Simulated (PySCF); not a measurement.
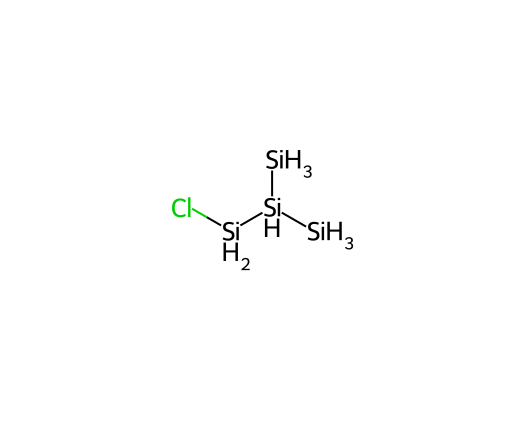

Computed geometry: GFN2-xTB optimisation. No frequency run is at hand to confirm it as a minimum. Properties computed with CAM-B3LYP/def2-SVPD, gas phase (PySCF 2.14.0). Excitations: vertical, linear response.

### Give the mean static polarisability at this level.

130.6 bohr³.

### What is the HOMO–LUMO gap?

9.34 eV.

### What is the HOMO energy (Kohn–Sham orbital)?

−9.39 eV.

### Give the dipole moment at this level.

1.41 D.

The geometry is semi-empirical. Around Si such bond lengths and angles can be off by a tenth of an ångström or more and by several degrees, and values that hang on the shape move with them.
